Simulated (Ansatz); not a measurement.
## Run report: Mg$_{3}$O$_{2}$, single-point calculation

- system: Mg$_{3}$O$_{2}$
- method: RKS PBE0-D4/def2-TZVP (Ansatz 0.2.0)

The geometry comes from this level: PBE-D4/def2-SVP.

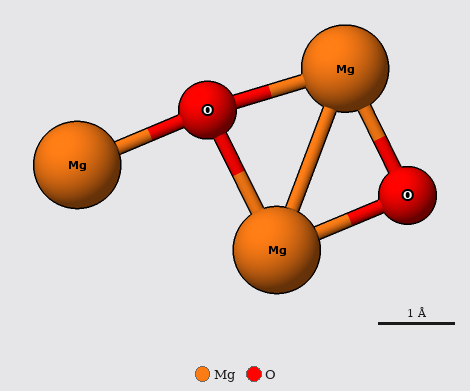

*The input geometry (ball-and-stick view, seen on its broad side). Sticks mark near contacts.*

Bond lengths as drawn: Mg–Mg 2.59 Å and Mg–O 1.87 to 2.07 Å.

Results in brief:

- outcome: converged
- total energy: −20418.7343 eV
- mean-field energy: −20418.6322 eV
- dispersion energy: −0.1021 eV
- SCF solution under orbital rotations: stable
- HOMO: −4.69 eV
- LUMO: −2.48 eV
- hardware: 4 threads of Arm Neoverse V2, 23 GiB of memory available, shared host
- wall time: 1.4 s (CPU time 4.9 s)
- peak memory: 0.36 GiB

Input:
```yaml
crystal:
  periodic: [false, false, false]
  atoms:
    - {symbol: Mg, position_ang: [-1.065705, 0.732976, 0.980565]}
    - {symbol: Mg, position_ang: [1.235636, 0.050238, 0.019742]}
    - {symbol: Mg, position_ang: [-0.158339, -1.520408, -1.946737]}
    - {symbol: O, position_ang: [0.693063, 1.156186, 1.458628]}
    - {symbol: O, position_ang: [-0.704664, -0.418991, -0.512208]}
basis:
  gaussian: {orbitals: def2-TZVP, initial_orbitals: start.molden}
hamiltonian: {xc: pbe0, dispersion: d4}
scf: {omitted_lower_state_checks: [starts]}
output: {orbitals: {seedname: orbitals}}
```

Launch command:
```bash
ansatz run in.yaml --threads 4 --pin off --events-out ev --progress --plain --max-ram 3916MiB
```

Output:
```
Functional definition: PBE0
  name "PBE0"
  cite "Adamo & Barone, J. Chem. Phys. 110, 6158 (1999) doi:10.1063/1.478522"
  cite "Perdew, Burke & Ernzerhof, Phys. Rev. Lett. 77, 3865 (1996) doi:10.1103/PhysRevLett.77.3865"
  parent pbe
  parameter a = 0.25
  parameter kappa = 0.804
  parameter beta = 0.06672455060314922
  exchange = (1 - a)*pbe_x(kappa = kappa, mu = beta*pi^2/3) + a*exact_x
  correlation = pbe_c(beta = beta)
these checks for a lower state are left out or cut short: starts
1166 factors; their error is unknown
mean field evaluation 1: about -20415.6687 eV, gradient 1.4e2 eV
mean field evaluation 2: about -20418.5274 eV, gradient 3.5e0 eV
mean field evaluation 4: about -20418.6322 eV, gradient 9.6e-2 eV
mean field -20418.63220728 eV, -750.3708933715 hartree, gradient 6.8e-5 eV, S^2 0.000000; 0 other end points of the search recorded, 0 dependent functions left out
reference -20418.63223827 eV, -750.3708945106 hartree; 26, 26 occupied and 132, 132 virtual orbitals, 1166 factors
Total energy: -20418.73432807 eV, -750.3746462413 hartree
Checks for a lower state left out: starts
```

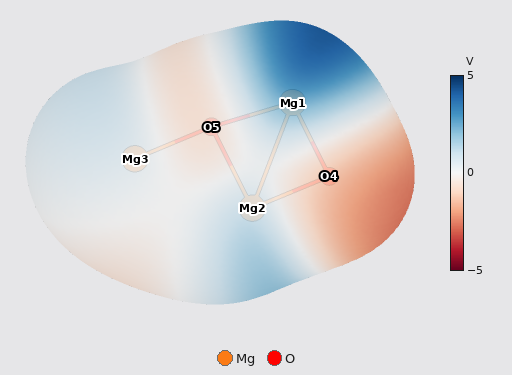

*The electrostatic potential painted on the density surface at 0.001 e/bohr³, seen at a tilt; red is negative and blue positive.*

A positive charge is drawn to the negative regions and a negative charge to the positive ones.

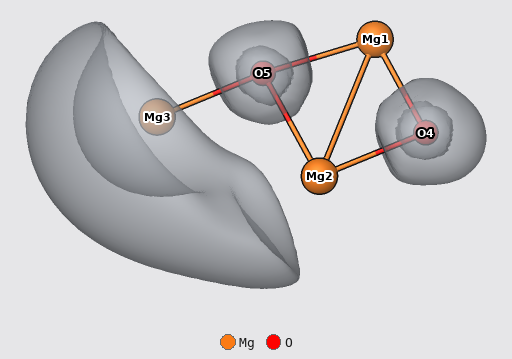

*Isosurface of the electron localisation function at 0.75 (grey), seen at a tilt. Core shells and regions of very low density are left out.*

Values along the shortest contacts: Mg–O (1.87 Å): the ELF peaks at about 0.80 in the valence shell of O, 0.6 Å from its nucleus, and is about 0.35 at the midpoint. Mg–Mg (2.59 Å): the ELF is about 0.15 at the midpoint.

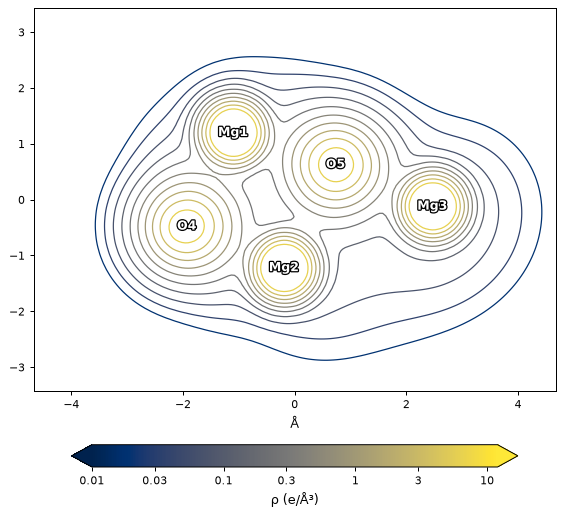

*Electron density on the molecular plane.*

Mg–O (1.87 Å): ρ is about 0.56 e/Å³ halfway. Mg–Mg (2.59 Å): ρ at the midpoint is about 0.18 e/Å³. Mg–O (1.92 Å): ρ is about 0.49 e/Å³ halfway. Mg–O (2.07 Å): ρ is about 0.37 e/Å³ halfway.

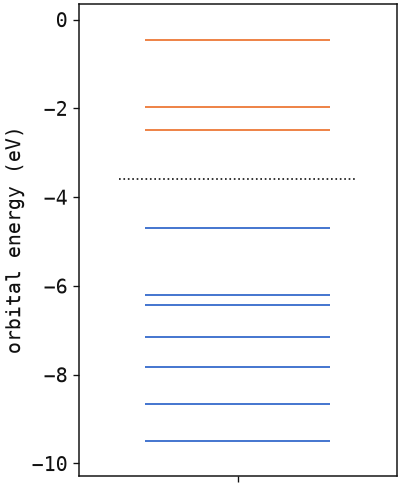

*Orbital energies near the frontier; the dotted line parts filled from empty levels, and levels within 0.02 eV of each other stand side by side.*

Highest filled −4.69 eV, lowest empty −2.48 eV, 2.21 eV apart.
